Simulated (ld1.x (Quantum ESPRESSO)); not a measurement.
# Pseudopotential generation for hafnium: ultrasoft, PBE

Task: generate the file, and judge it by its errors in other configurations, its logarithmic derivatives, its ghosts and its cutoff.

Program: ld1.x (Quantum ESPRESSO) 7.5. Reference atom: PBE, scalar-relativistic, spherical and spin-unpolarised. All values are calculated.

## (1) Starting point

The settings as typed:

* element: hafnium (Hf, Z = 72)
* type: ultrasoft
* frozen core: [Xe] 4f14
* valence charge: 4
* reference configuration: 5d2 6s2 6p0
* partial waves: 6s (bound): rcut 2.85, rcutus 3.10 bohr; 6s channel at 0.85 Ry: rcut 2.85, rcutus 3.10 bohr; 6p (bound, empty): rcut 3.40, rcutus 4.20 bohr; 6p channel at 1 Ry: rcut 3.40, rcutus 4.20 bohr; 5d (bound): rcut 2.35, rcutus 2.55 bohr; 5d channel at 2.9 Ry: rcut 2.35, rcutus 2.55 bohr
* local potential: all-electron potential smoothed inside 2.10 bohr (lloc = -1)
* core correction: not asked for
* augmentation charge: PSQ, inside the norm-conserving radii

The nodes and maxima of the atom's own shells, from an earlier all-electron run, set the scale for the radii.

All-electron outer shells of the reference configuration (PBE, scalar-relativistic, ld1.x):

```json
{"shell": "5p", "level (eV)": "-35.57", "outermost node (bohr)": "0.60", "outermost maximum (bohr)": "1.16"}
{"shell": "4f", "level (eV)": "-16.83", "outermost node (bohr)": "–", "outermost maximum (bohr)": "0.45"}
{"shell": "6s", "level (eV)": "-5.11", "outermost node (bohr)": "1.37", "outermost maximum (bohr)": "2.89"}
{"shell": "5d", "level (eV)": "-2.69", "outermost node (bohr)": "0.67", "outermost maximum (bohr)": "1.69"}
{"shell": "6p", "level (eV)": "-1.40", "outermost node (bohr)": "1.66", "outermost maximum (bohr)": "4.05"}
```

## (2) The generation run

Hf.in

```
 &input
   title='Hf', zed=72., rel=1, dft='PBE', iswitch=3,
   config='[Xe] 4f14 5d2 6s2 6p0',
   nld=3, rlderiv=4.55, eminld=-2.0, emaxld=5.0, deld=0.02
 /
 &inputp
   pseudotype=3, tm=.true., lloc=-1, rcloc=2.10,
   nlcc=.false.,
   which_augfun='PSQ', rmatch_augfun_nc=.true.,
   file_pseudopw='Hf.UPF', file_wfcaegen='ae.wfc', file_wfcncgen='nc.wfc', file_beta='beta', file_chi='chi', file_wfcusgen='us.wfc'
 /
6
6S  1  0   2.00   0.00  2.85  3.10  0.0
6S  1  0   0.00   0.85  2.85  3.10  0.0
6P  2  1   0.00   0.00  3.40  4.20  0.0
6P  2  1   0.00   1.00  3.40  4.20  0.0
5D  3  2   2.00   0.00  2.35  2.55  0.0
5D  3  2   0.00   2.90  2.35  2.55  0.0
 &test
   configts(1)='5d2 6s2 6p0'
 /
```

The run is started by

```console
$ ld1.x < Hf.in > Hf.out
```

Output in Hf.out (without the banner and most projector matrices):

```text
     Program LD1 v.7.5
     --------------------------- All-electron run ----------------------------

     Hf
     scalar relativistic calculation

     atomic number is 72.00
     dft =PBE   lsd =0 sic =0 latt =0  beta=0.20 tr2=1.0E-14
     Exchange-correlation= PBE
                           (   1   4   3   4   0   0   0)
     mesh =1271 r(mesh) =  99.31870 a.u. xmin = -7.00 dx = 0.01250
     1 Ry =  13.60569312 eV, c = 137.03599908

     n l     nl                  e(Ry)          e(Ha)          e(eV)
     1 0     1S 1( 2.00)     -4798.6110     -2399.3055    -65288.4286
     2 0     2S 1( 2.00)      -820.6457      -410.3228    -11165.4529
     2 1     2P 1( 6.00)      -720.5158      -360.2579     -9803.1172
     3 0     3S 1( 2.00)      -186.9869       -93.4935     -2544.0869
     3 1     3P 1( 6.00)      -157.0786       -78.5393     -2137.1631
     4 0     4S 1( 2.00)       -37.6716       -18.8358      -512.5485
     4 1     4P 1( 6.00)       -27.8617       -13.9309      -379.0778
     3 2     3D 1(10.00)      -121.7032       -60.8516     -1655.8558
     5 0     5S 1( 2.00)        -4.9256        -2.4628       -67.0155
     5 1     5P 1( 6.00)        -2.6146        -1.3073       -35.5735
     4 2     4D 1(10.00)       -15.1900        -7.5950      -206.6705
     4 3     4F 1(14.00)        -1.2373        -0.6187       -16.8347
     5 2     5D 1( 2.00)        -0.1976        -0.0988        -2.6887
     6 0     6S 1( 2.00)        -0.3754        -0.1877        -5.1082
     6 1     6P 1( 0.00)        -0.1026        -0.0513        -1.3962

     final scf error:  9.5E-15 reached in  28 iterations

     Etot =  -30156.442974 Ry,  -15078.221487 Ha, -410299.308785 eV

     Ekin =   33046.727666 Ry,   16523.363833 Ha,  449623.635342 eV
     Encl =  -74400.522534 Ry,  -37200.261267 Ha,-1012270.677782 eV
     Eh   =   11812.508265 Ry,    5906.254132 Ha,  160717.362466 eV
     Exc  =    -615.156371 Ry,    -307.578186 Ha,   -8369.628810 eV

     normalization and overlap integrals

     s(1S/1S) =  1.000000  <r> =   0.0190  <r2> =    0.0005  r(max) =   0.0120
     s(2S/2S) =  1.000000  <r> =   0.0804  <r2> =    0.0076  r(max) =   0.0679
     s(2P/2P) =  1.000000  <r> =   0.0717  <r2> =    0.0063  r(max) =   0.0556
     s(3S/3S) =  1.000000  <r> =   0.2086  <r2> =    0.0498  r(max) =   0.1917
     s(3P/3P) =  1.000000  <r> =   0.2085  <r2> =    0.0504  r(max) =   0.1893
     s(4S/4S) =  1.000000  <r> =   0.4682  <r2> =    0.2475  r(max) =   0.4375
     s(4P/4P) =  1.000000  <r> =   0.4976  <r2> =    0.2818  r(max) =   0.4599
     s(3D/3D) =  1.000000  <r> =   0.1890  <r2> =    0.0419  r(max) =   0.1550
     s(5S/5S) =  1.000000  <r> =   1.1348  <r2> =    1.4495  r(max) =   1.0109
     s(5P/5P) =  1.000000  <r> =   1.3423  <r2> =    2.0507  r(max) =   1.1599
     s(4D/4D) =  1.000000  <r> =   0.5352  <r2> =    0.3323  r(max) =   0.4716
     s(4F/4F) =  1.000000  <r> =   0.6773  <r2> =    0.5953  r(max) =   0.4542
     s(5D/5D) =  1.000000  <r> =   2.5139  <r2> =    7.9530  r(max) =   1.6876
     s(6S/6S) =  1.000000  <r> =   3.4500  <r2> =   13.5887  r(max) =   2.8888
     s(6P/6P) =  1.000000  <r> =   5.1293  <r2> =   30.7367  r(max) =   4.0484

     ------------------------ End of All-electron run ------------------------

     --------------------- Generating US pseudopotential ---------------------

      Generating local potential from pseudized AE potential:
      Matching radius rcloc =   2.1000

      Local pseudo, rcloc= 2.113 Estimated cut-off energy=     5.60 Ry
      Wfc-us  6S rcutus= 3.075  Estimated cut-off energy=     4.80 Ry
      Wfc-us  6S rcutus= 3.075  Estimated cut-off energy=     7.45 Ry
      Wfc-us  6P rcutus= 4.151  Estimated cut-off energy=     4.36 Ry
      Wfc-us  6P rcutus= 4.151  Estimated cut-off energy=     7.96 Ry
      Wfc-us  5D rcutus= 2.581  Estimated cut-off energy=    17.17 Ry
      Wfc-us  5D rcutus= 2.581  Estimated cut-off energy=    15.59 Ry

     Q pseudized with Bessel functions
     Expected ecutrho=      76.5497 due to l1=  2   l2=  2

     ------------------- End of pseudopotential generation -------------------

     [... the all-electron block is printed once more ...]


     Computing logarithmic derivative in   4.55900
     Computing logarithmic derivative in   4.55900
     Computing the partial wave expansion
     R is outside the sphere for l=    0 j= 0.00
     R is outside the sphere for l=    0 j= 0.00
     R is outside the sphere for l=    1 j= 0.00
     R is outside the sphere for l=    1 j= 0.00
     R is outside the sphere for l=    2 j= 0.00
     R is outside the sphere for l=    2 j= 0.00

     ---------------------- Testing the pseudopotential ----------------------

     Hf
     scalar relativistic calculation

     atomic number is 72.00   valence charge is  4.00
     dft =PBE   lsd =0 sic =0 latt =0  beta=0.20 tr2=1.0E-14
     mesh =1271 r(mesh) =  99.31870 xmin = -7.00 dx = 0.01250

     n l     nl             e AE (Ry)        e PS (Ry)    De AE-PS (Ry)
     3 2     5D   1( 2.00)       -0.19761       -0.19761        0.00000
     1 0     6S   1( 2.00)       -0.37544       -0.37544        0.00000
     2 1     6P   1( 0.00)       -0.10262       -0.10262        0.00000

     eps = 1.4E-16  iter =  3

     Etot =  -30156.442974 Ry,  -15078.221487 Ha, -410299.308785 eV
     Etotps =    -5.551399 Ry,      -2.775700 Ha,     -75.530637 eV

     Ekin =       3.691749 Ry,       1.845875 Ha,      50.228805 eV
     Encl =     -14.726443 Ry,      -7.363221 Ha,    -200.363461 eV
     Ehrt =       4.886542 Ry,       2.443271 Ha,      66.484793 eV
     Ecxc =      -1.637155 Ry,      -0.818578 Ha,     -22.274630 eV
     Epseu=       2.233907 Ry,       1.116954 Ha,      30.393856 eV

     ---------------------- End of pseudopotential test ----------------------
```

It took 1.7 s on 1 thread of Neoverse-V2, shared host. (Generation and the later configuration tests together.)

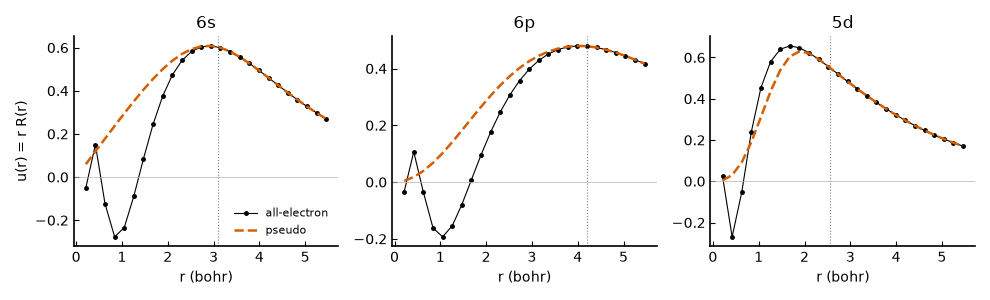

All-electron and pseudo partial waves (6s, 6p, 5d), with the matching radii dotted. The curves join 26 sampled radii, too few to resolve the innermost nodes.

## (3) Testing the new file in other configurations

Hf.test.in

```
 &input
   title='Hf', zed=72., rel=1, dft='PBE', iswitch=2,
   config='[Xe] 4f14 5d2 6s2 6p0'
 /
 &test
   file_pseudo='Hf.UPF', nconf=8,
   configts(1)='5d2 6s2 6p0',
   configts(2)='5d2 6s1 6p0',
   configts(3)='5d2 6s0 6p0',
   configts(4)='5d1 6s0 6p0',
   configts(5)='5d1 6s2 6p0',
   configts(6)='5d2 6s0 6p1',
   configts(7)='5d2.5 6s1.5 6p0',
   configts(8)='5d3 6s0 6p0'
 /
```

The run is started by

```console
$ ld1.x < Hf.test.in > Hf.test.out
```

Hf.test.out, the pseudopotential blocks:

```text
     ---------------------- Testing the pseudopotential ----------------------

     Hf
     scalar relativistic calculation

     atomic number is 72.00   valence charge is  4.00
     dft =PBE   lsd =0 sic =0 latt =0  beta=0.20 tr2=1.0E-14
     mesh =1271 r(mesh) =  99.31870 xmin = -7.00 dx = 0.01250

     n l     nl             e AE (Ry)        e PS (Ry)    De AE-PS (Ry)
     3 2     5D   1( 2.00)       -0.19761       -0.19761        0.00000
     1 0     6S   1( 2.00)       -0.37544       -0.37544        0.00000
     2 1     6P   1( 0.00)       -0.10262       -0.10262        0.00000

     eps = 1.4E-16  iter =  3

     Etot =  -30156.442974 Ry,  -15078.221487 Ha, -410299.308785 eV
     Etotps =    -5.551399 Ry,      -2.775700 Ha,     -75.530637 eV

     Ekin =       3.691749 Ry,       1.845875 Ha,      50.228805 eV
     Encl =     -14.726443 Ry,      -7.363221 Ha,    -200.363461 eV
     Ehrt =       4.886542 Ry,       2.443271 Ha,      66.484793 eV
     Ecxc =      -1.637155 Ry,      -0.818578 Ha,     -22.274630 eV
     Epseu=       2.233907 Ry,       1.116954 Ha,      30.393856 eV

     ---------------------- End of pseudopotential test ----------------------

     ---------------------- Testing the pseudopotential ----------------------

     Hf
     [...]
     n l     nl             e AE (Ry)        e PS (Ry)    De AE-PS (Ry)
     3 2     5D   1( 2.00)       -0.67663       -0.67750        0.00087
     1 0     6S   1( 1.00)       -0.80664       -0.80494       -0.00170
     2 1     6P   1( 0.00)       -0.46737       -0.46621       -0.00117

     eps = 3.0E-16  iter =  9

     Etot =  -30155.856735 Ry,  -15077.928367 Ha, -410291.332597 eV
     Etotps =    -4.965349 Ry,      -2.482674 Ha,     -67.557010 eV
     dEtot_ae =       0.586239 Ry
     dEtot_ps =       0.586051 Ry,   Delta E=       0.000188 Ry

     [...]
     ---------------------- End of pseudopotential test ----------------------

     ---------------------- Testing the pseudopotential ----------------------

     Hf
     [...]
     n l     nl             e AE (Ry)        e PS (Ry)    De AE-PS (Ry)
     3 2     5D   1( 2.00)       -1.22774       -1.22114       -0.00659  !
     1 0     6S   1( 0.00)       -1.28626       -1.26365       -0.02261  !
     2 1     6P   1( 0.00)       -0.88327       -0.86573       -0.01754  !

     eps = 5.7E-15  iter = 13

     Etot =  -30154.814546 Ry,  -15077.407273 Ha, -410277.152887 eV
     Etotps =    -3.931859 Ry,      -1.965930 Ha,     -53.495670 eV
     dEtot_ae =       1.628428 Ry
     dEtot_ps =       1.619540 Ry,   Delta E=       0.008888 Ry

     [...]
     ---------------------- End of pseudopotential test ----------------------

     ---------------------- Testing the pseudopotential ----------------------

     Hf
     [...]
     n l     nl             e AE (Ry)        e PS (Ry)    De AE-PS (Ry)
     3 2     5D   1( 1.00)       -1.99375       -1.97638       -0.01737  !
     1 0     6S   1( 0.00)       -1.90796       -1.85385       -0.05412  !
     2 1     6P   1( 0.00)       -1.41859       -1.38225       -0.03633  !

     eps = 7.8E-15  iter = 11

     Etot =  -30153.212710 Ry,  -15076.606355 Ha, -410255.358809 eV
     Etotps =    -2.339213 Ry,      -1.169606 Ha,     -31.826609 eV
     dEtot_ae =       3.230264 Ry
     dEtot_ps =       3.212187 Ry,   Delta E=       0.018077 Ry

     [...]
     ---------------------- End of pseudopotential test ----------------------

     ---------------------- Testing the pseudopotential ----------------------

     Hf
     [...]
     n l     nl             e AE (Ry)        e PS (Ry)    De AE-PS (Ry)
     3 2     5D   1( 1.00)       -0.78464       -0.78592        0.00129
     1 0     6S   1( 2.00)       -0.87102       -0.87285        0.00183
     2 1     6P   1( 0.00)       -0.50801       -0.50868        0.00067

     eps = 6.7E-15  iter =  8

     Etot =  -30155.965354 Ry,  -15077.982677 Ha, -410292.810441 eV
     Etotps =    -5.072951 Ry,      -2.536476 Ha,     -69.021020 eV
     dEtot_ae =       0.477619 Ry
     dEtot_ps =       0.478448 Ry,   Delta E=      -0.000829 Ry

     [...]
     ---------------------- End of pseudopotential test ----------------------

     ---------------------- Testing the pseudopotential ----------------------

     Hf
     [...]
     n l     nl             e AE (Ry)        e PS (Ry)    De AE-PS (Ry)
     3 2     5D   1( 2.00)       -0.76073       -0.76136        0.00063
     1 0     6S   1( 0.00)       -0.86782       -0.86235       -0.00547  !
     2 1     6P   1( 1.00)       -0.51939       -0.51828       -0.00111

     eps = 1.2E-16  iter =  9

     Etot =  -30155.512868 Ry,  -15077.756434 Ha, -410286.654050 eV
     Etotps =    -4.623503 Ry,      -2.311752 Ha,     -62.905967 eV
     dEtot_ae =       0.930106 Ry
     dEtot_ps =       0.927896 Ry,   Delta E=       0.002210 Ry

     [...]
     ---------------------- End of pseudopotential test ----------------------

     ---------------------- Testing the pseudopotential ----------------------

     Hf
     [...]
     n l     nl             e AE (Ry)        e PS (Ry)    De AE-PS (Ry)
     3 2     5D   1( 2.50)       -0.16888       -0.16859       -0.00029
     1 0     6S   1( 1.50)       -0.36016       -0.35975       -0.00042
     2 1     6P   1( 0.00)       -0.09728       -0.09737        0.00009

     eps = 9.9E-15  iter =  9

     Etot =  -30156.350724 Ry,  -15078.175362 Ha, -410298.053655 eV
     Etotps =    -5.459039 Ry,      -2.729520 Ha,     -74.274014 eV
     dEtot_ae =       0.092250 Ry
     dEtot_ps =       0.092360 Ry,   Delta E=      -0.000110 Ry

     [...]
     ---------------------- End of pseudopotential test ----------------------

     ---------------------- Testing the pseudopotential ----------------------

     Hf
     [...]
     n l     nl             e AE (Ry)        e PS (Ry)    De AE-PS (Ry)
     3 2     5D   1( 3.00)       -0.58497       -0.58006       -0.00491
     1 0     6S   1( 0.00)       -0.75012       -0.74203       -0.00808  !
     2 1     6P   1( 0.00)       -0.43199       -0.42756       -0.00443

     eps = 8.5E-15  iter =  7

     Etot =  -30155.708766 Ry,  -15077.854383 Ha, -410289.319378 eV
     Etotps =    -4.820087 Ry,      -2.410044 Ha,     -65.580631 eV
     dEtot_ae =       0.734208 Ry
     dEtot_ps =       0.731312 Ry,   Delta E=       0.002896 Ry

     [...]
     ---------------------- End of pseudopotential test ----------------------
```

Energies count from the reference configuration 5d2 6s2 6p0; the error is all-electron less pseudo.

| valence configuration | charge | ΔE all-electron (eV) | error AE − PS (meV) |
| --- | --- | --- | --- |
| 5d2 6s1 6p0 | +1 | 7.976 | +2.6 |
| 5d2 6s0 6p0 | +2 | 22.156 | +121 |
| 5d1 6s0 6p0 | +3 | 43.950 | +246 |
| 5d1 6s2 6p0 | +1 | 6.498 | -11 |
| 5d2 6s0 6p1 | +1 | 12.655 | +30 |
| 5d2.5 6s1.5 6p0 | 0 | 1.255 | -1.5 |
| 5d3 6s0 6p0 | +1 | 9.989 | +39 |

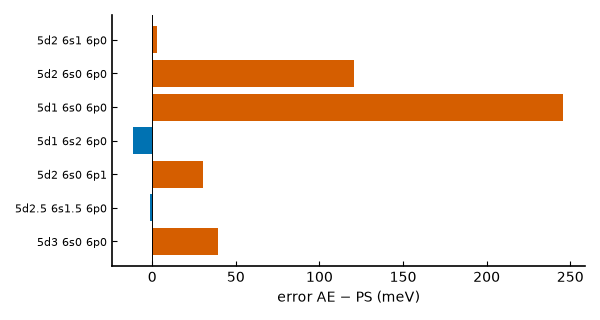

Error of the potential in each test configuration.

## (4) Logarithmic derivatives

Taken from the files of the generation run. The phase is arctan(r·u′/u) with u = r·R, unwrapped, with energies in Ry. A pole is an energy at which the radial function vanishes at the test radius. The pseudo phase is shifted by a multiple of π to meet the all-electron one at the reference energy. Levels narrower than the energy grid can be missing from the poles. The last column is the largest difference on the grid between −1 and +1 Ry.

```tsv
channel	radius (bohr)	reference (Ry)	poles AE	poles PS	window around the reference with phases within 0.05 rad (Ry)	largest difference near zero (rad)
s	4.56	-0.38	-0.12, 2.36	-1.81, -0.12, 2.35	-1.8 to 3.7	0.000
p	4.56	-0.10	0.48, 3.18	0.47, 3.25	below 1.5	0.001
d	4.56	-0.20	-0.12, 1.62, 4.65	-0.12, 1.62, 4.56	the whole range	0.024
```

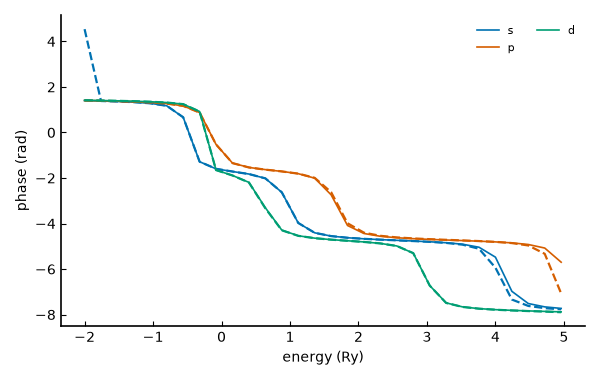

Phases by channel: all-electron solid, pseudo dashed.

## (5) Cutoff and ghost test in a Bessel basis

A separate test, outside the generator: the pseudo-atom's Hamiltonian at the reference potential is diagonalised in spherical Bessel functions j_l(qr) that vanish at 20 bohr, with q² up to the cutoff.

All-electron valence levels (Ry): 6s -0.3754, 6p -0.1026, 5d -0.1976. The lowest levels of each channel (Ry) by cutoff; the last column sums, over occupied levels, occupation times the distance from the level at 400 Ry. A positive value at high cutoff is not a bound level.

| cutoff (Ry) | s #1 | s #2 | p #1 | d #1 | f #1 | Σ f·Δε (mRy) |
| --- | --- | --- | --- | --- | --- | --- |
| 8 | -0.3754 | -0.1558 | -0.1026 | -0.0912 | 0.1026 | 212.9 |
| 10 | -0.8894 | -0.3754 | -0.1026 | -0.1664 | 0.1026 | 62.5 |
| 12 | -1.3435 | -0.3754 | -0.1026 | -0.1924 | 0.1026 | 10.5 |
| 15 | -1.5909 | -0.3754 | -0.1026 | -0.1970 | 0.1026 | 1.2 |
| 18 | -1.7472 | -0.3754 | -0.1026 | -0.1974 | 0.1026 | 0.5 |
| 21 | -1.7854 | -0.3754 | -0.1026 | -0.1974 | 0.1026 | 0.4 |
| 25 | -1.8028 | -0.3754 | -0.1026 | -0.1976 | 0.1026 | 0.2 |
| 400 | -1.8162 | -0.3755 | -0.1026 | -0.1976 | 0.1026 | 0.0 |

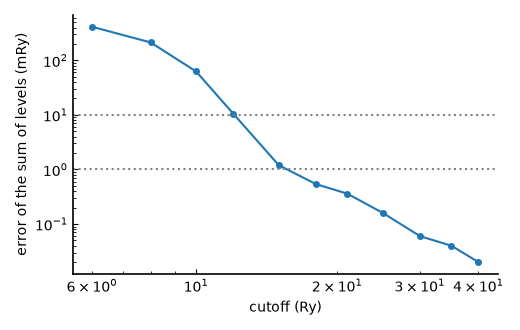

Occupation-weighted error of the valence levels against the cutoff; the dotted lines mark 10 and 1 mRy.

The sum stays within 10 mRy from 15 Ry and within 1 mRy from 18 Ry. The sum leaves out empty levels, which can need more. Ghost test: ghost state, bound below the all-electron valence or empty levels of the same l: s at -24.7 eV.

## (6) What came out

| quantity | value |
| --- | --- |
| cutoffs for 10 and 1 mRy, occupied levels | 15 Ry and 18 Ry |
| bound ghosts | s at -24.71 eV |
| largest test error (AE − PS) | +246 meV, for 5d1 6s0 6p0 |
| largest phase difference near zero energy, channels read | 0.024 rad |
| lowest eigenvalue of the overlap (Bessel basis) | 0.340 (s) |
| density cutoff estimated by the generator | 77 Ry |

It has a bound ghost (s), a state that the atom doesn't have, and that rules the file out. By total energies transferability is poor: the largest error is 246 meV on 43.9 eV, for 5d1 6s0 6p0. The potential is soft on the atom at that tolerance: the looser tolerance needs 15 Ry. The slowest occupied level is 5d: taken alone it needs 15 Ry to come within 1 mRy, against 6 Ry or less for 6s. Near zero energy the phases of the channels with partial waves agree within 0.024 rad.
